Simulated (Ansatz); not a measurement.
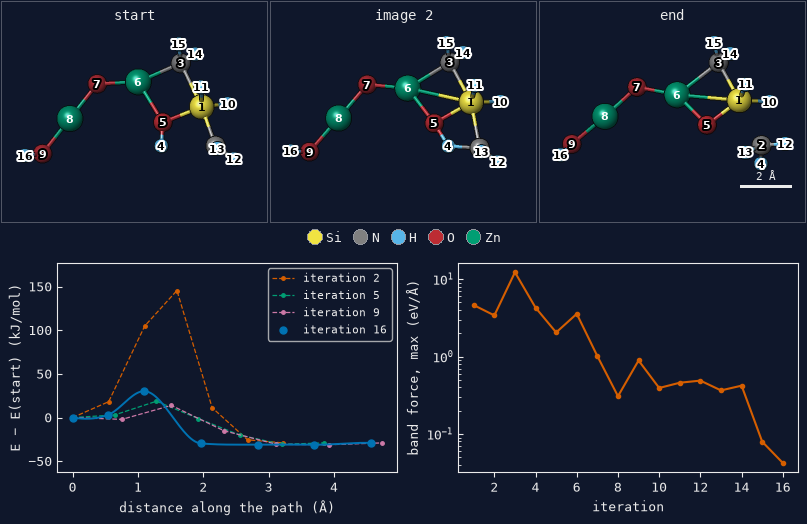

A nudged-elastic-band calculation for Zn$_{2}$SiN$_{2}$H$_{8}$O$_{3}$. Images are numbered from 0 (start) to 6 (end). The plot follows the band through its iterations. The picture is a ball-and-stick view, seen at a tilt.

Computed with RKS PBE0-D4/def2-SVP in Ansatz 0.2.0. Set-up: 5 movable images; climbing image.

**Judge this run.**

The run is converged, with reservations. The band converged in 16 iterations. The largest component of the band force went from 4.6 to 0.042 eV/Å. The climbing image converged on the top of the path. Its curvatures weren't checked. The largest force component is 0.45 eV/Å at the start and 0.62 eV/Å at the end; an end with forces this large is no minimum, and the barrier measured from it can be far off. The first iteration put the highest image at 246.9 kJ/mol. The highest point, image 2, lies 30.2 kJ/mol above the start and 59.3 kJ/mol above the end; the end is at −29.1 kJ/mol relative to the start. Image 5 lies below both ends, at −31.1 kJ/mol, so an end isn't at the bottom of its valley.
